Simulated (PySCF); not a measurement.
C6H9FOSi (SMILES C#C/C(F)=C/[SiH2]OCC)

Input

```
{"job": {"kind": "nmr", "xc": "PBE0", "basis": "pcSseg-1"}, "charge": 0, "multiplicity": 1}
C      4.896462    -1.291965    -0.037684
C      3.881852    -0.681120    -0.238507
C      2.696659     0.046032    -0.490621
F      2.882525     1.152698    -1.258175
C      1.481090    -0.267193    -0.055188
Si    -0.018229     0.776346    -0.470978
O     -1.177885    -0.110470     0.230860
C     -2.549647     0.135696     0.304308
C     -3.241619    -0.057724    -1.037138
H      5.773268    -1.837392     0.148675
H      1.389246    -1.154742     0.550773
H     -0.186174     0.909749    -1.922273
H      0.065941     2.117027     0.121631
H     -2.954389    -0.568284     1.040129
H     -2.722927     1.156197     0.667477
H     -4.315777     0.055842    -0.920499
H     -2.881010     0.677166    -1.751867
H     -3.028146    -1.051545    -1.422100
```

Command:

```sh
OMP_NUM_THREADS=1 python probes_run.py task.json out
```

Geometry: GFN2-xTB.

Method: PBE0/pcSseg-1, SCF density, gas phase, non-relativistic in PySCF 2.14.0.

> What will maps of the electron density and electron localisation function show?

C–C (1.20 Å): ρ is about 2.7 e/Å³ halfway; the ELF peaks at about 0.85 between the atoms: a short, multiple covalent bond.
C–F (1.36 Å): the density is about 2.2 e/Å³ at the midpoint, with its minimum of 1.7 e/Å³ about 0.5 Å from C; the ELF peaks at about 0.85 between the atoms; a polar covalent bond.
C–O (1.40 Å): the density is about 2.1 e/Å³ at the midpoint, with its minimum of 1.8 e/Å³ about 0.5 Å from C; the ELF peaks at about 0.90 between the atoms (a polar covalent bond).
Si–O (1.62 Å): ρ at the midpoint is about 1.2 e/Å³; the ELF peaks at about 0.85 between the atoms; a polar covalent bond.

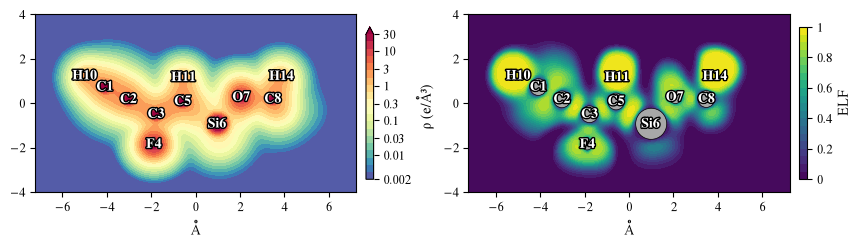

Computed electron density and electron localisation function on the plane of atoms C3, C5 and Si6, in this order. Grey discs cover the atomic cores in the ELF map. 
